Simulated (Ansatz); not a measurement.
# AlH3 (Fd-3m): converging the G0W0 gap, part 2 of 2

How do accuracy and time trade against each other in G0W0 on AlH3 (Fd-3m)?

Ansatz 0.2.0; G0W0 on LDA, plane waves, PAW. Known limits of the many-body steps: not at the basis limit; coarse k mesh.

So far. Step 4 (831 empty bands, screening to 160 eV): Against the run with 4×4×4 mesh, 386 empty bands, screening to 96 eV, the gap moves by +0.16 eV. Step 5 (Changing the k mesh: 2×2×2 mesh, 386 empty bands …): Against the run with 4×4×4 mesh, 386 empty bands, screening to 96 eV, the gap moves by −0.05 eV.

**6. Changing the frequency model: 4×4×4 mesh, 386 empty bands, screening to 96 eV, plasmon pole**

A plasmon pole stands in for the full frequency dependence of the screening; this run shows what that costs in accuracy.

Contents of input.yaml:

```yaml
crystal:
  lattice:
    - [0.0, 4.48935055, 4.48935055]
    - [4.48935055, 0.0, 4.48935055]
    - [4.48935055, 4.48935055, 0.0]
  atoms:
    - { symbol: Al, position: [0.625, 0.125, 0.125] }
    - { symbol: Al, position: [0.125, 0.625, 0.125] }
    - { symbol: Al, position: [0.125, 0.125, 0.625] }
    - { symbol: Al, position: [0.125, 0.125, 0.125] }
    - { symbol: H, position: [0.80509041, 0.80509041, 0.19490959] }
    - { symbol: H, position: [0.19490959, 0.19490959, 0.80509041] }
    - { symbol: H, position: [0.80509041, 0.19490959, 0.80509041] }
    - { symbol: H, position: [0.19490959, 0.80509041, 0.19490959] }
    - { symbol: H, position: [0.19490959, 0.80509041, 0.80509041] }
    - { symbol: H, position: [0.80509041, 0.19490959, 0.19490959] }
    - { symbol: H, position: [0.44490959, 0.44490959, 0.05509041] }
    - { symbol: H, position: [0.05509041, 0.05509041, 0.44490959] }
    - { symbol: H, position: [0.44490959, 0.05509041, 0.44490959] }
    - { symbol: H, position: [0.05509041, 0.44490959, 0.05509041] }
    - { symbol: H, position: [0.05509041, 0.44490959, 0.44490959] }
    - { symbol: H, position: [0.44490959, 0.05509041, 0.05509041] }
kpoints:
  mp_grid: { grid: [4, 4, 4] }
hamiltonian:
  xc: lda
scf:
  occupations: { method: fixed }
gw:
  n_empty_bands: 386
  ecut_chi: 96
  qp_bands: [v4, c4]
  qp_kpoints: band_edges
  screening: { model: godby_needs }
```

On the command line:

```console
> ansatz run input.yaml --threads 3 --pin off --max-ram 92160MiB --backend cuda --events-out ev --progress --plain --runs-dir out --devices 1 --max-vram 13GiB
```

Numbers of over 12 decimals in the logs are rounded to 6 here.

Output:

```text
GPUs: using 1 of 1 available (devices: 1).
[...]
GPU FFT provider: cuFFT
GPU libraries: cuBLAS 13.8.2, cuFFT 12.4.0, cuSOLVER 12.3.4
Crystal: 16 atoms, lattice volume = 180.959 Å³
Basis set: ecut = 420 eV, 3527 PW (Γ)
Bands: 28, of which v1, the nominal top of the filled ones, is band 12 counted from 1 (11 counted from 0)
Symmetry: 48 space group operations
[...]
k-points: 8 of 64
[...]
3    10     -2.9950   -15.7733     2.7493   -11.7799  0.8262    -4.3753    -4.2391  root ?
[...]
7    13      3.0357    -7.1079    -3.5022   -11.6574  0.7998     4.0931     4.0830  root
     7    14      3.0357    -7.1079    -3.5022   -11.6574  0.7998     4.0931     4.0830  root
     7    15      4.7453    -5.6042    -4.0514   -10.7629  0.8083     5.8780     5.8526  root
     7    16      4.7453    -5.6042    -4.0514   -10.7629  0.8083     5.8780     5.8526  root
[key lines of the parts left out:]
SCF converged after 6 iterations
Free energy (F): -2238.932183 eV
Fermi energy:    -0.147301 eV
```

Elapsed: 34 s, on 1 × NVIDIA H100 80GB HBM3 (shared by 6 runs) with 3 threads of AMD EPYC 7R13 (Zen 3), shared host; peak memory 2.3 GiB; 49 s of CPU time.

This step gave:

```
bands summed                                 : 398
plasmon-pole fit frequency                   : 13.52 eV
RPA ε∞ on this mesh (eigenvalues)            : 3.436, 3.436, 3.436
plane waves in the screening matrix          : 387
G0W0 gap on the mesh                         : 5.030 eV
k of the valence top                         : 0, 0, 0
k of the conduction bottom                   : 0, 0, 0
starting gap on the mesh                     : 2.848 eV
least direct G0W0 gap on the computed points : 5.030 eV
```

Against the run with 4×4×4 mesh, 386 empty bands, screening to 96 eV, the gap moves by −0.02 eV.

**7. Changing the files: 4×4×4 mesh, 386 empty bands, screening to 96 eV, hard PAW files**

Other atomic data (hard PAW) test the pseudisation: the cutoff goes from 420 to 900 eV and the valence electrons from 24 to 56, which opens shells that were frozen.

Changes to input.yaml since step 6:

```diff
@@ -26,2 +26,3 @@
   xc: lda
+  pseudopotentials: { kind: paw, source: ansatz }
 scf:
@@ -33,2 +34,2 @@
   qp_kpoints: band_edges
-  screening: { model: godby_needs }
+  screening: { model: contour_deformation }
```

Output:

```text
GPUs: using 1 of 1 available (devices: 1).
[...]
GPU FFT provider: cuFFT
GPU libraries: cuBLAS 13.8.2, cuFFT 12.4.0, cuSOLVER 12.3.4
Crystal: 16 atoms, lattice volume = 180.959 Å³
Basis set: ecut = 900 eV, 11017 PW (Γ)
Bands: 44, of which v1, the nominal top of the filled ones, is band 28 counted from 1 (27 counted from 0)
Symmetry: 48 space group operations
[...]
k-points: 8 of 64
[...]
0    32      5.1322    -3.4660    -3.6676    -7.9028  0.8100     5.9097     5.9014  root
[...]
7    29      3.7867    -7.1293    -3.6269   -11.6874  0.7967     4.7286     4.7180  root
     7    30      3.7867    -7.1293    -3.6269   -11.6874  0.7967     4.7286     4.7180  root
     7    31      5.4997    -5.6368    -4.1758   -10.8094  0.7876     6.5137     6.4966  root
     7    32      5.4997    -5.6368    -4.1758   -10.8094  0.7876     6.5137     6.4966  root
[key lines of the parts left out:]
SCF converged after 7 iterations
Free energy (F): -9813.276252 eV
Fermi energy:    0.616231 eV
```

Elapsed: 39 s, on 1 × NVIDIA H100 80GB HBM3 (shared by 6 runs) with 3 threads; peak memory 2.1 GiB; 55 s of CPU time.

Numbers from this step:

| Property | Result |
| --- | --- |
| bands summed | 414 |
| RPA ε∞ on this mesh (eigenvalues) | 3.463, 3.463, 3.463 |
| plane waves in the screening matrix | 387 |
| G0W0 gap on the mesh | 5.025 eV |
| k of the valence top | 0, 0, 0 |
| k of the conduction bottom | 0, 0, 0 |
| starting gap on the mesh | 2.833 eV |
| least direct G0W0 gap on the computed points | 5.025 eV |

Against the run with 4×4×4 mesh, 386 empty bands, screening to 96 eV, the gap moves by −0.03 eV.

**8. The runs together**

Times are wall times on 1 × NVIDIA H100 80GB HBM3 (shared by 6 runs) with 3 threads of AMD EPYC 7R13 (Zen 3), shared host, good to a factor of about two.

```csv
mesh,files,frequency,bands summed,cutoff (eV),start (eV),G0W0 (eV),time,host memory (GiB)
4×4×4,default PAW,contour deformation,148,48,2.848,4.748,11 s,1.1
4×4×4,default PAW,contour deformation,398,96,2.848,5.054,15 s,1.5
4×4×4,default PAW,contour deformation,843,160,2.848,5.214,50 s,2.5
2×2×2,default PAW,contour deformation,398,96,2.844,5.008,8.4 s,1.2
4×4×4,default PAW,plasmon pole,398,96,2.848,5.030,34 s,2.3
4×4×4,hard PAW,contour deformation,414,96,2.833,5.025,39 s,2.1
```

The parts of the quasiparticle energy at the two band edges (eV; QP = start + Σx + Σc − Vxc):

```csv
run,edge,start,Σx,Σc,Vxc,Z,QP
148 bands,valence top,-0.15,-15.54,2.36,-12.27,0.78,-1.05
148 bands,conduction bottom,2.92,-2.99,-3.31,-7.07,0.82,3.70
398 bands,valence top,-0.15,-15.54,1.97,-12.27,0.77,-1.45
398 bands,conduction bottom,2.92,-2.99,-3.39,-7.07,0.82,3.61
843 bands,valence top,-0.15,-15.54,1.78,-12.27,0.77,-1.64
843 bands,conduction bottom,2.92,-2.99,-3.43,-7.07,0.82,3.57
```

 Where G0W0 reorders the edges (148 bands, 398 bands and 843 bands), the two states listed lie further apart at the start than the starting gap.

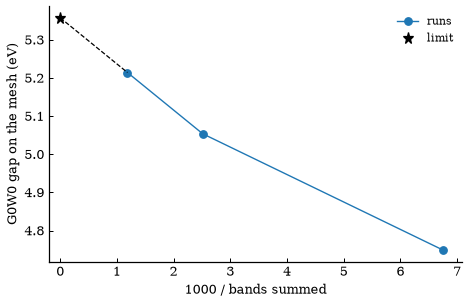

The gap against one over the number of bands; the dashed line carries the two highest rungs to the limit.

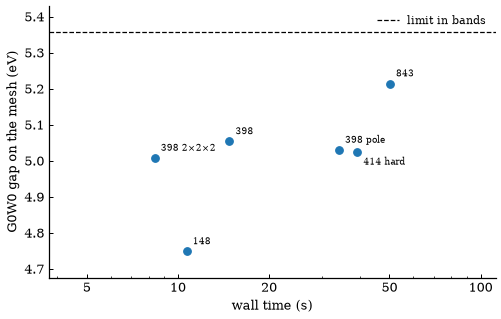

Result against wall time.

**9. Summary of results**

```
148 bands, 48 eV                    : 4.748 eV
398 bands, 96 eV                    : 5.054 eV
843 bands, 160 eV                   : 5.214 eV
estimated limit in bands and cutoff : 5.36 eV
mesh and start                      : 4×4×4, LDA
```

A line in one over the bands through the two highest rungs gives 5.36 eV, +0.14 eV from the top rung; the pair below gives 5.23 eV, so the estimate is still climbing. The rungs stand 0.61 eV (148 bands), 0.30 eV (398 bands) and 0.14 eV (843 bands) from it. From 148 to 843 bands the gap moves by +0.47 eV while the time grows 4.7-fold. Σc changes by −0.59 eV at the valence top and −0.12 eV at the conduction bottom, so the valence edge carries most of the change. On the 2×2×2 mesh in place of 4×4×4 the gap differs by −0.05 eV, of which −0.004 eV is already in the start. The plasmon-pole model gives −0.02 eV against contour deformation, 1 % of the correction, and saved no time in this program. Hard PAW files move the gap by −0.03 eV at equal bands and cutoff, −0.01 eV of it in the start.

[Paths, hosts, dates, memory and timing lines, banners, echoed tables and standing remarks are left out of the program output.]

[Logs are printed without paths, hosts, clocks, repeated set-up lines and the standing remarks that a program may print on its own settings, such as how far it seeks lower states.]

[Runs of the session that timed out or met a known fault of the program may be left out.]

[Cells called generated may have been cut or substituted from an entry of the Crystallography Open Database or the Materials Project.]

[Hosts, paths, dates, database ids (printed as entryN), source tags and the programs' standing remarks are cut or masked in the printed files.]
